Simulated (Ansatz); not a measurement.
**Geometry relaxation of C2H11SbSi2 (part 1 of 2)**

The run: geometry relaxation of C2H11SbSi2, SMILES C[CH]([SbH2])[SiH2][SiH3]. Method and program: RHF/def2-SVP (Ansatz 0.2.0).

It belongs to a series of runs on one base structure; here: end point B relaxed. Figures and captions count atoms from 1; the log counts them from 0 in places.

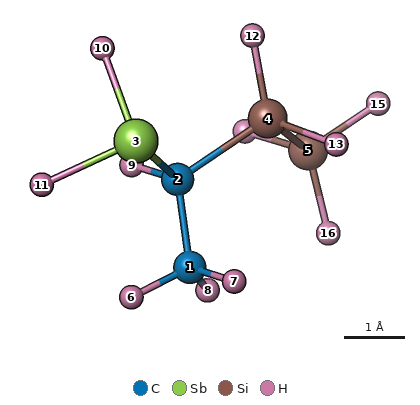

Figure 1. The structure as given in the input (ball-and-stick view, seen at a tilt; atoms are numbered from 1 in the order of the input). Sticks mark near contacts. Bond lengths as drawn: C–C 1.50 Å, C–H 1.05 to 1.16 Å, C–Sb 2.16 Å, C–Si 1.88 Å, H–Sb 1.78 to 1.81 Å, H–Si 1.42 to 1.54 Å and Si–Si 2.26 Å.

**Results in brief**

```csv
quantity,value
outcome,converged
total energy,−24462.6696 eV
mean-field energy,−24462.6696 eV
largest force (length of the vector) at the end,0.012 eV/Å
hardware,"2 threads of Arm Neoverse V2, 24 GiB of memory available, shared host"
wall time,30 s (CPU time 57 s)
peak memory,0.44 GiB
```

**Input file**
```yaml
crystal:
  periodic: [false, false, false]
  atoms:
    - { symbol: C, position_ang: [-0.7935, -1.446, -0.548] }
    - { symbol: C, position_ang: [0.4452, -0.6522, -0.2584] }
    - { symbol: Sb, position_ang: [-0.08255, 1.43749, -0.23561] }
    - { symbol: Si, position_ang: [1.29299, -1.02124, 1.37545] }
    - { symbol: Si, position_ang: [2.00152, -3.16983, 1.33385] }
    - { symbol: H, position_ang: [-1.2662, -1.0554, -1.5334] }
    - { symbol: H, position_ang: [-1.5617, -1.2244, 0.2474] }
    - { symbol: H, position_ang: [-0.5966, -2.4735, -0.6187] }
    - { symbol: H, position_ang: [1.21832, -0.85795, -1.07808] }
    - { symbol: H, position_ang: [1.65661, 1.89855, -0.40444] }
    - { symbol: H, position_ang: [-0.27416, 1.43362, -2.00262] }
    - { symbol: H, position_ang: [2.40605, -0.16672, 1.61618] }
    - { symbol: H, position_ang: [0.24619, -0.97176, 2.5065] }
    - { symbol: H, position_ang: [2.97866, -3.35601, 0.23463] }
    - { symbol: H, position_ang: [2.67775, -3.49054, 2.59188] }
    - { symbol: H, position_ang: [0.9251, -4.11546, 1.1514] }
basis:
  gaussian: { orbitals: def2-SVP }
hamiltonian:
  xc: hf
relax:
  f_tol: 0.015
  max_steps: 40
output:
  orbitals: {}
```

Command:
```bash
ansatz run input.yaml --threads 2 --pin off --max-ram 3072MiB --backend cpu --events-out ev --progress --plain --runs-dir out
```

**Log**
```
The last accepted step is kept in [file] (removed where the run ends without a failure and the disk answers)
Engine: ansatz 0.2.0, aarch64-unknown-linux-gnu
Functional definition: HF
  exchange = exact_x
  correlation = 0
1651 factors; integrals over basis functions are off by at most 4.2e-4 eV
mean field evaluation 1: about -24459.0302 eV, gradient 2.7e1 eV
mean field evaluation 2: about -24459.1372 eV, gradient 2.7e1 eV
mean field evaluation 4: about -24461.9048 eV, gradient 4.4e0 eV
mean field evaluation 8: about -24461.9772 eV, gradient 2.0e-1 eV
mean field -24461.97743413 eV, -898.9610897803 hartree, gradient 1.6e-5 eV, S^2 0.000000; 0 other end points of the search recorded, 0 dependent functions left out
the calculation of the forces begins
reference -24461.97743413 eV, -898.9610897803 hartree; 37, 37 occupied and 108, 108 virtual orbitals, 1651 factors
relax step   1: F+E_penalty+E_count = -24461.97743413 eV  Δ(F+E_penalty+E_count) = +0.000e0 eV  max|allowed force component| = 2.657e0 eV/Å  Δτ_max = 0.0000 Å  (33 SCF iters, accepted)
these checks for a lower state are left out or cut short: starts, cluster_reference, orbital_swaps, neighbouring_geometries, increment
1651 factors; integrals over basis functions are off by at most 4.8e-4 eV
mean field evaluation 16: about -24462.4622 eV, gradient 1.6e-3 eV
mean field -24462.46224018 eV, -898.9789060743 hartree, gradient 2.3e-5 eV, S^2 0.000000; 0 other end points of the search recorded, 0 dependent functions left out
the calculation of the forces begins
reference -24462.46224018 eV, -898.9789060743 hartree; 37, 37 occupied and 108, 108 virtual orbitals, 1651 factors
relax step   2: F+E_penalty+E_count = -24462.46224018 eV  Δ(F+E_penalty+E_count) = -4.848e-1 eV  max|allowed force component| = 1.678e0 eV/Å  Δτ_max = 0.1945 Å  (31 SCF iters, accepted)
these checks for a lower state are left out or cut short: starts, cluster_reference, orbital_swaps, neighbouring_geometries, increment
1651 factors; integrals over basis functions are off by at most 4.9e-4 eV
mean field -24462.64648528 eV, -898.9856769569 hartree, gradient 3.1e-5 eV, S^2 0.000000; 0 other end points of the search recorded, 0 dependent functions left out
the calculation of the forces begins
reference -24462.64648528 eV, -898.9856769569 hartree; 37, 37 occupied and 108, 108 virtual orbitals, 1651 factors
relax step   3: F+E_penalty+E_count = -24462.64648528 eV  Δ(F+E_penalty+E_count) = -1.842e-1 eV  max|allowed force component| = 5.637e-1 eV/Å  Δτ_max = 0.1512 Å  (30 SCF iters, accepted)
these checks for a lower state are left out or cut short: starts, cluster_reference, orbital_swaps, neighbouring_geometries, increment
1651 factors; integrals over basis functions are off by at most 5.1e-4 eV
mean field evaluation 32: about -24462.5877 eV, gradient 2.1e-5 eV
mean field -24462.58765366 eV, -898.9835149345 hartree, gradient 3.2e-5 eV, S^2 0.000000; 0 other end points of the search recorded, 0 dependent functions left out
the calculation of the forces begins
reference -24462.58765366 eV, -898.9835149345 hartree; 37, 37 occupied and 108, 108 virtual orbitals, 1651 factors
relax step   4: F+E_penalty+E_count = -24462.58765366 eV  Δ(F+E_penalty+E_count) = +5.883e-2 eV  max|allowed force component| = 1.270e0 eV/Å  Δτ_max = 0.0931 Å  (32 SCF iters, rejected (line search))
these checks for a lower state are left out or cut short: starts, cluster_reference, orbital_swaps, neighbouring_geometries, increment
1651 factors; integrals over basis functions are off by at most 5.0e-4 eV
mean field -24462.66802463 eV, -898.9864685133 hartree, gradient 3.1e-5 eV, S^2 0.000000; 0 other end points of the search recorded, 0 dependent functions left out
the calculation of the forces begins
reference -24462.66802463 eV, -898.9864685133 hartree; 37, 37 occupied and 108, 108 virtual orbitals, 1651 factors
relax step   5: F+E_penalty+E_count = -24462.66802463 eV  Δ(F+E_penalty+E_count) = -2.154e-2 eV  max|allowed force component| = 1.002e-1 eV/Å  Δτ_max = 0.0299 Å  (31 SCF iters, accepted)
these checks for a lower state are left out or cut short: starts, cluster_reference, orbital_swaps, neighbouring_geometries, increment
1651 factors; integrals over basis functions are off by at most 5.0e-4 eV
mean field -24462.66925314 eV, -898.9865136602 hartree, gradient 1.6e-5 eV, S^2 0.000000; 0 other end points of the search recorded, 0 dependent functions left out
the calculation of the forces begins
reference -24462.66925314 eV, -898.9865136602 hartree; 37, 37 occupied and 108, 108 virtual orbitals, 1651 factors
relax step   6: F+E_penalty+E_count = -24462.66925314 eV  Δ(F+E_penalty+E_count) = -1.229e-3 eV  max|allowed force component| = 1.788e-2 eV/Å  Δτ_max = 0.0182 Å  (26 SCF iters, accepted)
these checks for a lower state are left out or cut short: starts, cluster_reference, orbital_swaps, neighbouring_geometries, increment
1651 factors; integrals over basis functions are off by at most 5.0e-4 eV
mean field -24462.66955566 eV, -898.9865247774 hartree, gradient 2.5e-5 eV, S^2 0.000000; 0 other end points of the search recorded, 0 dependent functions left out
the calculation of the forces begins
reference -24462.66955566 eV, -898.9865247774 hartree; 37, 37 occupied and 108, 108 virtual orbitals, 1651 factors
relax step   7: F+E_penalty+E_count = -24462.66955566 eV  Δ(F+E_penalty+E_count) = -3.025e-4 eV  max|allowed force component| = 7.439e-3 eV/Å  Δτ_max = 0.0166 Å  (24 SCF iters, accepted)
these checks for a lower state are left out or cut short: starts, cluster_reference, orbital_swaps, neighbouring_geometries, increment
1651 factors; integrals over basis functions are off by at most 5.0e-4 eV
mean field -24462.66964672 eV, -898.9865281238 hartree, gradient 2.1e-5 eV, S^2 0.000000; 0 other end points of the search recorded, 0 dependent functions left out
the calculation of the forces begins
reference -24462.66964672 eV, -898.9865281238 hartree; 37, 37 occupied and 108, 108 virtual orbitals, 1651 factors
relax step   8: F+E_penalty+E_count = -24462.66964672 eV  Δ(F+E_penalty+E_count) = -9.106e-5 eV  max|allowed force component| = 1.074e-2 eV/Å  Δτ_max = 0.0168 Å  (24 SCF iters, accepted)
1651 factors; integrals over basis functions are off by at most 5.0e-4 eV
mean field evaluation 64: about -24462.6028 eV, gradient 4.2e0 eV
```

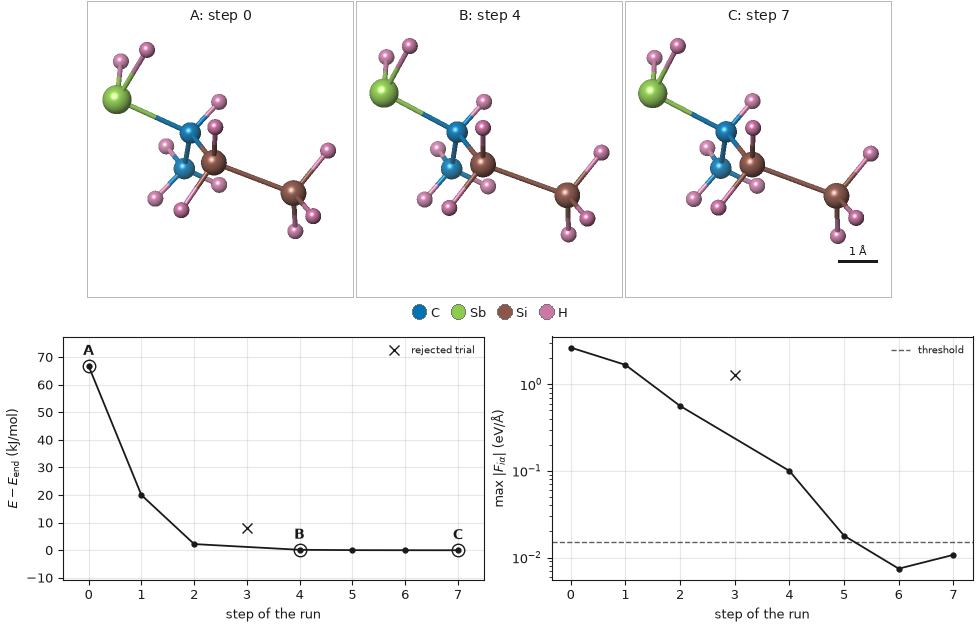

Figure 2. Frames of the relaxation (ball-and-stick view, seen at a tilt) above the curves, on which the letters mark them (the first geometry is step 0 here and step 1 in the log).

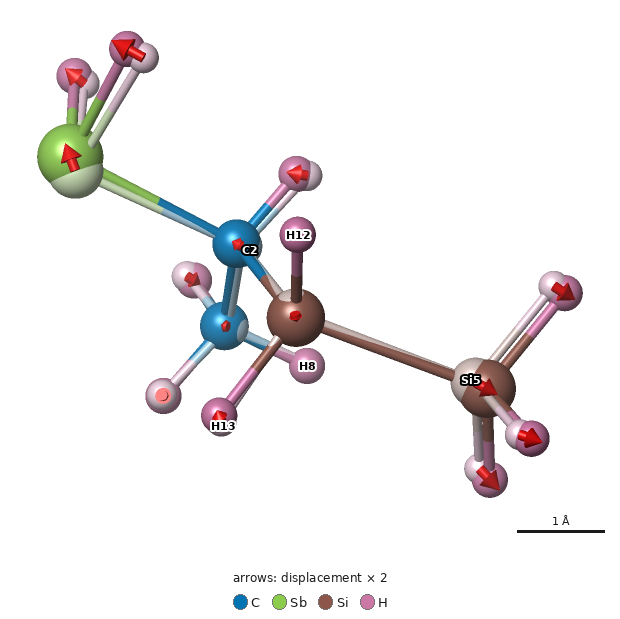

Figure 3. Start (faint) and end (solid) with the displacements as red arrows, magnified 2 times (ball-and-stick view, seen at a tilt). The two geometries are laid on each other by the best rigid fit. The energy falls by 66.8 kJ/mol in 7 geometry steps. Largest force component: 2.7 eV/Å at the start, 0.011 eV/Å at the end. The line search rejected the trial step at point 3 (counted from 0) and went back. The largest move after the best rigid fit is that of H10, 0.22 Å. Largest moves by element: H 0.22 Å, Sb 0.17 Å, Si 0.15 Å, C 0.07 Å. Distances before and after: Si4–Si5 2.263 → 2.375 Å, Sb3–H10 1.807 → 1.702 Å, Sb3–H11 1.777 → 1.704 Å, C1–H6 1.161 → 1.092 Å. Among the angles that change: Sb3–C2–H9 110.3° → 104.9°, H12–Si4–H13 112.8° → 107.6°, C2–Sb3–H10 90.6° → 95.6°. (Atoms are counted from 1 in the order of the input.)

```
mean field -24462.66964672 eV, -898.9865281238 hartree, gradient 2.1e-5 eV, S^2 0.000000; 1 other end points of the search recorded, 0 dependent functions left out
the calculation of the forces begins
reference -24462.66964672 eV, -898.9865281238 hartree; 37, 37 occupied and 108, 108 virtual orbitals, 1651 factors
Total energy: -24462.66964672 eV, -898.9865281238 hartree
Atom 0 at    -0.826883    -1.415124    -0.567103 Å, force     0.009366     0.007481     0.000652 eV/Å
Atom 1 at     0.432802    -0.587055    -0.257187 Å, force    -0.003978    -0.010736    -0.001191 eV/Å
Atom 2 at    -0.042204     1.566318    -0.338945 Å, force    -0.002338    -0.002166     0.003912 eV/Å
Atom 3 at     1.258022    -1.066135     1.384824 Å, force     0.007423     0.001864    -0.003793 eV/Å
Atom 4 at     2.055538    -3.303546     1.375731 Å, force    -0.004754    -0.004105     0.003732 eV/Å
Atom 5 at    -1.255411    -1.151804    -1.536633 Å, force    -0.005363    -0.001996    -0.002502 eV/Å
Atom 6 at    -1.604538    -1.269048     0.186429 Å, force    -0.003731     0.003457     0.000552 eV/Å
Atom 7 at    -0.606321    -2.485520    -0.598522 Å, force     0.004718    -0.000759    -0.002744 eV/Å
Atom 8 at     1.171558    -0.742468    -1.047180 Å, force     0.000138     0.000144     0.003181 eV/Å
Atom 9 at     1.572462     2.086853    -0.472676 Å, force     0.002897     0.000848     0.001085 eV/Å
Atom 10 at    -0.284097     1.577963    -2.025588 Å, force    -0.003439     0.002875    -0.005946 eV/Å
Atom 11 at     2.408715    -0.164152     1.654473 Å, force    -0.000593     0.001071    -0.000671 eV/Å
Atom 12 at     0.288020    -0.903185     2.500807 Å, force    -0.000431    -0.002590     0.002699 eV/Å
Atom 13 at     3.000122    -3.505109     0.246762 Å, force    -0.002553     0.003126    -0.000051 eV/Å
Atom 14 at     2.766185    -3.597141     2.645588 Å, force     0.001556    -0.000958     0.000234 eV/Å
Atom 15 at     0.939710    -4.272197     1.227259 Å, force     0.001081     0.002445     0.000853 eV/Å
Dipole moment:    -0.064305    -0.065293    -0.120456 e Å
```
